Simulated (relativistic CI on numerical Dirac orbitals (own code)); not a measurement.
# Sb²¹⁺: one ion under different settings

Aim: see what numerical and physical settings do to the SCF, the total energy and the lowest levels of Sb²¹⁺.

Method: Dirac-Coulomb-Breit CI, KLI orbitals optimised for each configuration, model QED (radiative potential, 1s self-energy scaled to tabulated hydrogen-like ionisation energies), numerical settings as typed. Code: relativistic CI on numerical Dirac orbitals (own code) version 3.

**1. What is computed**

```
ion            : Sb²¹⁺ (Sb XXII)
nuclear charge : 51
electrons      : 30
isotope        : A = 121
```

**2. The usual input**

The run's settings:

```ini
atom Sb  Z=51  charge=21  electrons=30
nucleus A=121  rms_radius_fm=4.6802
hamiltonian dirac-coulomb  breit=on  qed=on  c_scale=1
orbitals kli  potential=per-configuration
slater_scale 1
correlation none
mixing on
grid step=0.0125 r_max=6.8
scf mixing=0.4 start=green max_iterations=150 tolerance=2e-08 node_fill=0.05
configurations
  [Ar] 3d10 4s2
  [Ar] 3d10 4s 4p
  [Ar] 3d10 4p2
  [Ar] 3d10 4s 4d
  [Ar] 3d10 4d2
end
```

On the command line:

```
> python run_levels.py task.json out
```

task.json lists these runs, among others, and the program works through them in turn.

**3. Grid step 0.03**

Changes to the settings of step 2:

```diff
@@ -7,3 +7,3 @@
 mixing on
-grid step=0.0125 r_max=6.8
+grid step=0.03 r_max=6.8
 scf mixing=0.4 start=green max_iterations=150 tolerance=2e-08 node_fill=0.05
```

**4. Potential mixing 0.9, grid step 0.008, Slater scale 0.6**

The run's settings:

```ini
atom Sb  Z=51  charge=21  electrons=30
nucleus A=121  rms_radius_fm=4.6802
hamiltonian dirac-coulomb  breit=on  qed=on  c_scale=1
orbitals kli  potential=per-configuration
slater_scale 0.6
correlation none
mixing on
grid step=0.008 r_max=6.8
scf mixing=0.9 start=green max_iterations=150 tolerance=2e-08 node_fill=0.05
configurations
  [Ar] 3d10 4s2
  [Ar] 3d10 4s 4p
  [Ar] 3d10 4p2
  [Ar] 3d10 4s 4d
  [Ar] 3d10 4d2
end
```

**5. QED terms off, speed-of-light factor 2, potential mixing 0.7**

The run's settings:

```ini
atom Sb  Z=51  charge=21  electrons=30
nucleus A=121  rms_radius_fm=4.6802
hamiltonian dirac-coulomb  breit=on  qed=off  c_scale=2
orbitals kli  potential=per-configuration
slater_scale 1
correlation none
mixing on
grid step=0.0125 r_max=6.8
scf mixing=0.7 start=green max_iterations=150 tolerance=2e-08 node_fill=0.05
configurations
  [Ar] 3d10 4s2
  [Ar] 3d10 4s 4p
  [Ar] 3d10 4p2
  [Ar] 3d10 4s 4d
  [Ar] 3d10 4d2
end
```

**6. QED terms off, Breit term off**

The run's settings:

```ini
atom Sb  Z=51  charge=21  electrons=30
nucleus A=121  rms_radius_fm=4.6802
hamiltonian dirac-coulomb  breit=off  qed=off  c_scale=1
orbitals kli  potential=per-configuration
slater_scale 1
correlation none
mixing on
grid step=0.0125 r_max=6.8
scf mixing=0.4 start=green max_iterations=150 tolerance=2e-08 node_fill=0.05
configurations
  [Ar] 3d10 4s2
  [Ar] 3d10 4s 4p
  [Ar] 3d10 4p2
  [Ar] 3d10 4s 4d
  [Ar] 3d10 4d2
end
```

**7. Slater scale -1**

The run's settings:

```ini
atom Sb  Z=51  charge=21  electrons=30
nucleus A=121  rms_radius_fm=4.6802
hamiltonian dirac-coulomb  breit=on  qed=on  c_scale=1
orbitals kli  potential=per-configuration
slater_scale -1
correlation none
mixing on
grid step=0.0125 r_max=6.8
scf mixing=0.4 start=green max_iterations=77 tolerance=2e-08 node_fill=0.05
configurations
  [Ar] 3d10 4s2
  [Ar] 3d10 4s 4p
  [Ar] 3d10 4p2
  [Ar] 3d10 4s 4d
  [Ar] 3d10 4d2
end
```

(Steps that only read results are left out.)

Q: Predict the outcome of this session. Wanted: lowest level, usual settings; total energy; first excitation.

As calculated:

| setting | total energy less usual (Ha) | largest shift of a level among the lowest eight of both runs, same label and place (cm⁻¹) | SCF iterations | time | lowest level | kind of change |
| --- | --- | --- | --- | --- | --- | --- |
| usual | 0 | 0 | 50 | 0.28 s | 4s2 1S0 | - |
| grid step 0.03 | 0.000304 | 0.0566 | 50 | 0.14 s | 4s2 1S0 | numerical |
| potential mixing 0.9, grid step 0.008, Slater scale 0.6 | 0.0386 | 41700 | 38 | 0.36 s | 4s2 1S0 | model term |
| QED terms off, speed-of-light factor 2, potential mixing 0.7 | 120 | 109000 | 45 | 0.23 s | 4s2 1S0 | unphysical constant |
| QED terms off, Breit term off | -7.81 | 2560 | 50 | 0.22 s | 4s2 1S0 | model term |
| Slater scale -1 | -0.0184 | 68500 | 50 | 0.27 s | 4s2 1S0 | unsound |

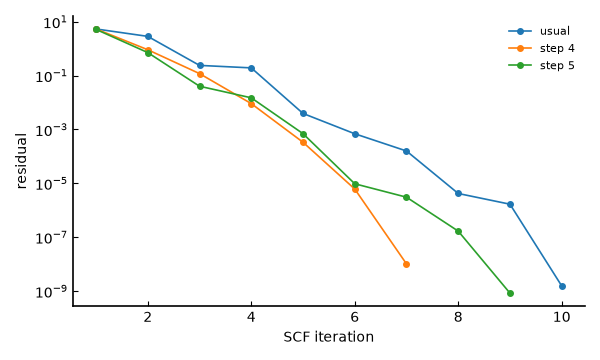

Residual of the first configuration's SCF.

| quantity | value |
| --- | --- |
| lowest level, usual settings | 4s2 1S0 |
| total energy | -6283.0143 Ha |
| first excitation | 326051 cm⁻¹ |

What this shows: Among the runs whose levels can be followed, they move most under «QED terms off, speed-of-light factor 2, potential mixing 0.7» (unphysical constant), by up to 109000 cm⁻¹. Only the listed configurations are in the model.
